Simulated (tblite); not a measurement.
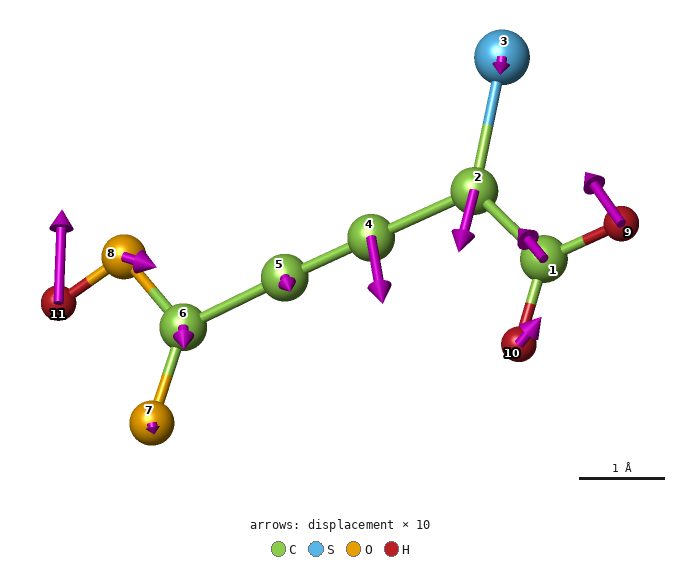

A relaxation of C₅H₃O₂S (multiplicity 2). The starting structure is drawn; purple arrows show the displacements, 10 times their true length. The two geometries are superimposed by the best rigid fit.

The picture is a ball-and-stick view, seen at a tilt.

Computed with tblite 0.8.0, GFN2-xTB geometry optimisation, gas phase. 

**Describe the change and its energy.**

After 35 geometry steps the energy has fallen by 7.51 kcal/mol. The atom that moves furthest after the best rigid fit is H11 (0.12 Å). By element the largest moves are H 0.12 Å, C 0.09 Å, O 0.05 Å, S 0.02 Å. Among the contacts that change: C1–C2 1.456 → 1.347 Å, C2–S3 1.675 → 1.733 Å, C2–C4 1.441 → 1.410 Å, C6–O7 1.218 → 1.203 Å. Among the angles between lasting bonds that change: C6–O8–H11 103.4° → 110.2°, C4–C5–C6 178.6° → 175.0°, C2–C4–C5 179.6° → 176.2°. The run took 0.17 s on 1 thread of Arm Neoverse V2, on a shared host.
